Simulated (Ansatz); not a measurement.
# VH2 (Fm-3m): the cell at rest

Wanted: the relaxed cell of VH2 (Fm-3m).

Main program and level: Ansatz 0.2.0; DFT PBEsol, scalar-relativistic, plane waves, PAW; PAW set soft_1.

**1. The structure**

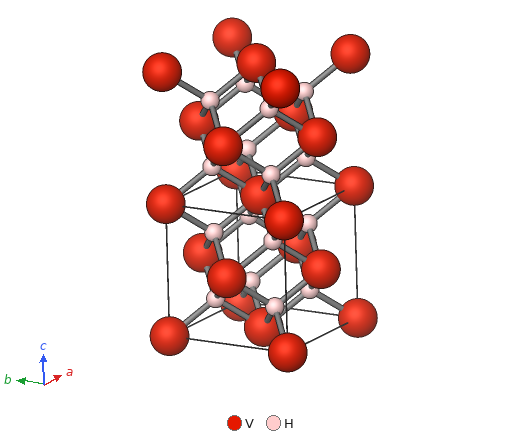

Start, viewed from a free direction; vanadium red, hydrogen pink. 1×1×2 cells are drawn. This picture shows the conventional cell, with its axes. Some periodic images of atoms are drawn too.

**2. Probe on a coarse mesh**

A quick single point on a coarse mesh tells whether the cell has a gap and how far it is from rest, which sets the k mesh and smearing that follow.

Input file input.yaml:

```yaml
crystal:
  lattice:
    - [0.0, 2.1355, 2.1355]
    - [2.1355, 0.0, 2.1355]
    - [2.1355, 2.1355, 0.0]
  atoms:
    - { symbol: V, position: [0.0, 0.0, 0.0] }
    - { symbol: H, position: [0.25, 0.25, 0.25] }
    - { symbol: H, position: [0.75, 0.75, 0.75] }
kpoints:
  mp_grid: { grid: [8, 8, 8] }
hamiltonian:
  xc: pbesol
  pseudopotentials: { kind: paw, azcp: { folder: soft_1 }, xc_functional: pbe }
scf:
  occupations: { method: gaussian, width: 0.1 }
output:
  forces: true
  stress: true
  eigenvalues: true
```

The run is started by

```console
ansatz run input.yaml --threads 4 --pin off --max-ram 10240MiB --backend cpu --events-out ev --progress --plain --runs-dir out
```

Numbers of over 12 decimals in the logs are rounded to 6 here.

What it wrote:

```text
Engine: ansatz 0.2.0, aarch64-unknown-linux-gnu
Pseudopotentials: kind: paw
Pseudopotential: V, paw, valence charge 13, recommended cutoff 420 eV (normal), soft_1/V.paw.azcp
Pseudopotential: H, paw, valence charge 1, recommended cutoff 420 eV (normal), soft_1/H.paw.azcp
Functional definition: PBEsol
  exchange = pbesol_x
  correlation = pbesol_c
Crystal: 3 atoms, lattice volume = 19.477 Å³
[...]
--- Band table (eV; the first three rows and the last of 29) ---
  k-point 0: bands = [... 4 lower, 1.6339, 11.9865, 11.9865, 11.9865, 13.6732, 13.6732, 14.1923, 28.6403]
  k-point 1: bands = [... 4 lower, 2.0356, 10.5932, 12.1274, 12.1274, 13.6031, 13.6031, 15.7796, 25.8584]
  k-point 2: bands = [... 4 lower, 3.1230, 8.9457, 12.2985, 12.2985, 13.6736, 13.6736, 17.5600, 22.8572]
  k-point 28: bands = [... 4 lower, 6.9737, 6.9737, 10.3328, 13.2550, 14.5139, 16.2926, 16.2926, 19.0648]
[key lines of the parts left out:]
SCF converged after 6 iterations
Free energy (F): -2917.382040 eV
Fermi energy:    12.953310 eV
P = ⅓ Tr σ = -12.2023 GPa (-122.023 kbar)
```

Wall time 0.39 s (4 threads of Arm Neoverse V1, shared host); peak memory 0.26 GiB; 0.92 s of CPU time.

This run has no spin polarisation, although V can carry a moment.

Numbers from this step:

- pressure: -12.20 GPa
- volume per atom: 6.492 Å³
- gap on the k-mesh: 0 eV

The coarse mesh shows no gap and a pressure of -12.2 GPa.

**3. Coarse relaxation**

A rough relaxation comes first, because large forces or stress need no tight tolerances yet.

input.yaml, as its differences from that of step 2:

```diff
@@ -20 +20,6 @@
   eigenvalues: true
+relax:
+  adjacent_minimum: "off"
+  f_tol: 0.05
+  max_steps: 80
+  cell: { stress_tol: 0.5 }
```

What it wrote:

```text
[...]
Crystal: 3 atoms, lattice volume = 19.477 Å³
Basis set: ecut = 420 eV, 339 PW (Γ), exchange–correlation on 48×48×48 points (8 copies of the dense FFT grid, shifted against one another)
Bands: 12, of which v1, the nominal top of the filled ones, is band 8 counted from 1 (7 counted from 0)
Symmetry: 48 space group operations
[...]
k-points: 29 of 512
[...]
--- Relaxed structure (3 steps of the walk, 3 accepted, 1 SCFs on fresh bases) ---
  F+E_penalty+E_count = -2917.43883160 eV   max|allowed force component| = 2.891e-18 eV/Å   (the final SCF, on the basis selected at the relaxed cell)
  cell:  # Å, volume = 18.1016 Å³
    - [0, 2.083990, 2.083990]
    - [2.083990, 0, 2.083990]
    - [2.083990, 2.083990, 0]
  atoms:
    - { symbol: V, position: [0, 0, 0] }
    - { symbol: H, position: [0.25, 0.25, 0.25] }
    - { symbol: H, position: [0.75, 0.75, 0.75] }
[key lines of the parts left out:]
SCF converged after 6 iterations
Free energy (F): -2917.438832 eV
Fermi energy:    14.151355 eV
P = ⅓ Tr σ = -0.2975 GPa (-2.975 kbar)
```

The job ended after 1.2 s (4 threads; peak memory 0.28 GiB).

Relaxation path:

| step | energy less that of the first step (eV) | largest force component (eV/Å) | pressure (GPa) | volume (Å³) |
| --- | --- | --- | --- | --- |
| 1 | 0.0000 | 0.0000 | -12.20 | 19.48 |
| 2 | -0.0591 | 0.0000 | 1.93 | 17.90 |
| 3 | -0.0597 | 0.0000 | -0.22 | 18.10 |
| 4* | -0.0568 | 0.0000 | -0.30 | 18.10 |

Relaxation steps marked * repeat the geometry before them on a plane-wave basis chosen anew for their cell, so energy and pressure can jump there.

Forces are held to the 48 operations that the run works with; a distortion that breaks them can't arise in this run.

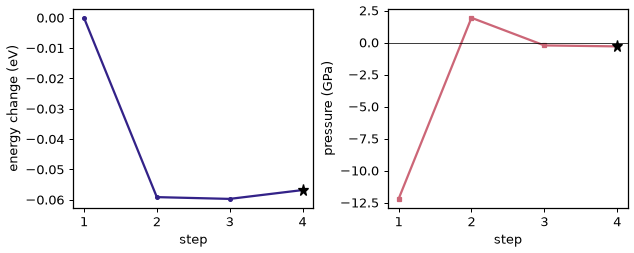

Energy and pressure along the relaxation. Stars mark steps on a basis chosen anew.

| conventional cell, symmetrised | before | after | change |
| --- | --- | --- | --- |
| a (Å) | 4.271 | 4.168 | -2.4 % |
| b (Å) | 4.271 | 4.168 | -2.4 % |
| c (Å) | 4.271 | 4.168 | -2.4 % |
| volume (Å³/atom) | 6.49 | 6.03 | -7.1 % |

The relaxed structure:

```
V H
1.0
     0.00000    2.08399    2.08399
     2.08399    0.00000    2.08399
     2.08399    2.08399    0.00000
V H
1 2
Direct
  0.00000 0.00000 0.00000
  0.25000 0.25000 0.25000
  0.75000 0.75000 0.75000
```

Numbers from this step:

```yaml
pressure: -0.2975 GPa
volume_per_atom: 6.034 Å³
```

In this step the volume went from 6.49 to 6.03 Å³/atom.

**4. Relaxation**

Harmonic phonons are second derivatives at a point where the forces vanish, and they are wanted at zero stress, so atoms and cell are relaxed first.

input.yaml, the sections that differ from step 3:

```yaml
crystal:
  lattice:
    - [0.0, 2.0839895944, 2.0839895944]
    - [2.0839895944, 0.0, 2.0839895944]
    - [2.0839895944, 2.0839895944, 0.0]
  atoms:
    - { symbol: V, position: [0.0, 0.0, 0.0] }
    - { symbol: H, position: [0.25, 0.25, 0.25] }
    - { symbol: H, position: [0.75, 0.75, 0.75] }
kpoints:
  mp_grid: { grid: [18, 18, 18] }
relax:
  adjacent_minimum: "off"
  f_tol: 0.005
  max_steps: 80
  cell: { stress_tol: 0.05 }
# hamiltonian, scf, output: as in step 3
```

What it wrote:

```text
[...]
Crystal: 3 atoms, lattice volume = 18.102 Å³
Basis set: ecut = 420 eV, 339 PW (Γ), exchange–correlation on 40×40×40 points (8 copies of the dense FFT grid, shifted against one another)
Bands: 12, of which v1, the nominal top of the filled ones, is band 8 counted from 1 (7 counted from 0)
Symmetry: 48 space group operations
[...]
k-points: 195 of 5832
[...]
SCF iter   1: F=—  HF=-2918.096409 eV  |F-HF|=—  |Δ(HF+E_count)|=         —  Δρ=1.14e-1  dr2=2.09e0  ethr=3.10e-3  ⟨swp⟩=4.0  Hψ=11673  notcnv=0
[...]
SCF iter   7: F=-2917.450743 eV  HF=-2917.450743 eV  |F-HF|=5.37e-11  |Δ(HF+E_count)|=   4.47e-9  Δρ=7.06e-7  dr2=7.88e-11  ethr=2.36e-10  ⟨swp⟩=2.0  Hψ=7287  notcnv=0
SCF 1 converged in 7 iterations: F = -2917.450743 eV  dr2 = 7.88e-11
[...]
relax step   1: F+E_penalty+E_count = -2917.45074263 eV  Δ(F+E_penalty+E_count) = +0.000e0 eV  max|allowed force component| = 1.349e-18 eV/Å  Δτ_max = 0.0000 Å  P = -0.476 GPa  Ω = 18.102 Å³  (7 SCF iters, dr2 threshold 1.00e-7 eV, accepted)
Crystal: 3 atoms, lattice volume = 18.056 Å³
[...]
SCF iter   6: F=-2917.450930 eV  HF=-2917.450930 eV  |F-HF|=1.36e-12  |Δ(HF+E_count)|=  9.09e-13  Δρ=7.20e-9  dr2=4.81e-15  ethr=1.00e-12  ⟨swp⟩=1.0  Hψ=5460  notcnv=0
SCF 2 converged in 6 iterations: F = -2917.450930 eV  dr2 = 4.81e-15
relax step   2: F+E_penalty+E_count = -2917.45092978 eV  Δ(F+E_penalty+E_count) = -1.872e-4 eV  max|allowed force component| = 3.277e-18 eV/Å  Δτ_max = 0.0000 Å  P = +0.002 GPa  Ω = 18.056 Å³  energy of the carried Pulay correction = +1.200e-4 eV  (6 SCF iters, dr2 threshold 3.00e-7 eV, accepted)
[...]
SCF iter   8: F=-2917.450784 eV  HF=-2917.450784 eV  |F-HF|=0.00e0  |Δ(HF+E_count)|=    0.00e0  Δρ=8.86e-11  dr2=1.23e-18  ethr=1.00e-12  ⟨swp⟩=1.1  Hψ=5472  notcnv=0
SCF 3 converged in 8 iterations: F = -2917.450784 eV  dr2 = 1.23e-18
relax step   3: F+E_penalty+E_count = -2917.45078378 eV  Δ(F+E_penalty+E_count) = +1.460e-4 eV  max|allowed force component| = 5.011e-18 eV/Å  Δτ_max = 0.0000 Å  P = -0.001 GPa  Ω = 18.056 Å³  stress off target by 7.48e-4 GPa  SCF on the basis re-selected at this cell (its energy is not comparable with the rows above)  (8 SCF iters)
[...]
SCF converged after 8 iterations
Free energy (F): -2917.450784 eV
[...]
Internal energy: -2917.444304 eV  (E = F + TS)
E sigma→0 (E₀):  -2917.447544 eV
Entropy (-TS):   -0.006480 eV (-2.160 meV/atom)
Fermi energy:    14.168776 eV
[...]
--- Stress (GPa, compression-positive) ---
       -0.000748      -0.000000      -0.000000
       -0.000000      -0.000748      -0.000000
       -0.000000      -0.000000      -0.000748
  P = ⅓ Tr σ = -0.0007 GPa (-0.007 kbar)
--- Band table (eV; the first three rows and the last of 195) ---
  k-point 0: bands = [... 4 lower, 2.3964, 13.1290, 13.1290, 13.1290, 14.9962, 14.9962, 15.5235, 30.5594]
  k-point 1: bands = [... 4 lower, 2.4832, 12.6925, 13.1634, 13.1634, 14.9758, 14.9758, 16.0123, 29.5101]
  k-point 2: bands = [... 4 lower, 2.7384, 11.8671, 13.2559, 13.2559, 14.9279, 14.9279, 16.9780, 27.9817]
  k-point 194: bands = [... 4 lower, 7.8428, 8.0229, 11.2570, 14.5875, 15.9438, 17.5294, 18.3107, 20.9283]
--- Relaxed structure (2 steps of the walk, 2 accepted, 1 SCFs on fresh bases) ---
[...]
cell:  # Å, volume = 18.0562 Å³
    - [0, 2.082247, 2.082247]
    - [2.082247, 0, 2.082247]
    - [2.082247, 2.082247, 0]
  atoms:
    - { symbol: V, position: [0, 0, 0] }
    - { symbol: H, position: [0.25, 0.25, 0.25] }
    - { symbol: H, position: [0.75, 0.75, 0.75] }
```

Elapsed: 3.4 s, on 4 threads; peak memory 0.34 GiB; 12 s of CPU time.

Little changed from the start: no atom moved by 0.005 Å and no cell edge by 0.1 %.

This step gave:

| Property | Result |
| --- | --- |
| pressure | -7.48e-4 GPa |
| volume per atom | 6.019 Å³ |

In this step the volume went from 6.03 to 6.02 Å³/atom.

**5. Tight relaxation**

Phonons need a cell at rest on their own settings, so the relaxation is repeated with tight tolerances on forces and stress on the k mesh and occupations of the first response run.

input.yaml, the sections that differ from step 4:

```yaml
crystal:
  lattice:
    - [0.0, 2.0822467226, 2.0822467226]
    - [2.0822467226, 0.0, 2.0822467226]
    - [2.0822467226, 2.0822467226, 0.0]
  atoms:
    - { symbol: V, position: [0.0, 0.0, 0.0] }
    - { symbol: H, position: [0.25, 0.25, 0.25] }
    - { symbol: H, position: [0.75, 0.75, 0.75] }
kpoints:
  mp_grid: { grid: [20, 20, 20] }
scf:
  occupations: { method: methfessel_paxton, width: 0.2 }
relax:
  adjacent_minimum: "off"
  f_tol: 0.001
  max_steps: 60
  cell: { stress_tol: 0.01 }
# hamiltonian, output: as in step 4
```

What it wrote:

```text
[...]
Crystal: 3 atoms, lattice volume = 18.056 Å³
Basis set: ecut = 420 eV, 339 PW (Γ), exchange–correlation on 40×40×40 points (8 copies of the dense FFT grid, shifted against one another)
Bands: 12, of which v1, the nominal top of the filled ones, is band 8 counted from 1 (7 counted from 0)
Symmetry: 48 space group operations
[...]
k-points: 256 of 8000
[...]
k-point 255: bands = [... 4 lower, 7.9341, 7.9341, 11.3031, 14.5358, 15.9487, 17.9112, 17.9112, 20.9193]
--- Relaxed structure (2 steps of the walk, 2 accepted, 1 SCFs on fresh bases) ---
[...]
cell:  # Å, volume = 18.0510 Å³
    - [0, 2.082047, 2.082047]
    - [2.082047, 0, 2.082047]
    - [2.082047, 2.082047, 0]
  atoms:
    - { symbol: V, position: [0, 0, 0] }
    - { symbol: H, position: [0.25, 0.25, 0.25] }
    - { symbol: H, position: [0.75, 0.75, 0.75] }
[key lines of the parts left out:]
SCF converged after 4 iterations
Free energy (F): -2917.447056 eV
Fermi energy:    14.179574 eV
P = ⅓ Tr σ = -0.0004 GPa (-0.004 kbar)
```

Elapsed: 3.7 s, on 4 threads; peak memory 0.36 GiB.

Little changed from the start: no atom moved by 0.005 Å and no cell edge by 0.1 %.

Numbers from this step:

```yaml
pressure: -4.47e-4 GPa
volume_per_atom: 6.017 Å³
```

The forces vanish by symmetry and the pressure is 0.000 GPa, within the tolerances set. The cell now holds 6.02 Å³/atom.

**6. What came out**

| Item | Value |
| --- | --- |
| space group after relaxation (within 0.01 Å) | Fm-3m |
| lattice constant a | 4.164 Å |
| lattice constant b | 4.164 Å |
| lattice constant c | 4.164 Å |
| volume per atom | 6.02 Å³ |

What this shows: The forces vanish by symmetry and the pressure is 0.000 GPa, within the tolerances set. The cell now holds 6.02 Å³/atom. The relaxation keeps the symmetry of its start, so it says nothing on stability against lower symmetry. The runs are without spin polarisation, although the cell has an odd electron count. The PAW files were made for PBE and serve the other functionals too.

[Logs are printed without paths, hosts, clocks, repeated set-up lines and the standing remarks that a program may print on its own settings, such as how far it seeks lower states.]

[Hosts, paths, dates, database ids (printed as entryN), source tags and the programs' standing remarks are cut or masked in the printed files.]
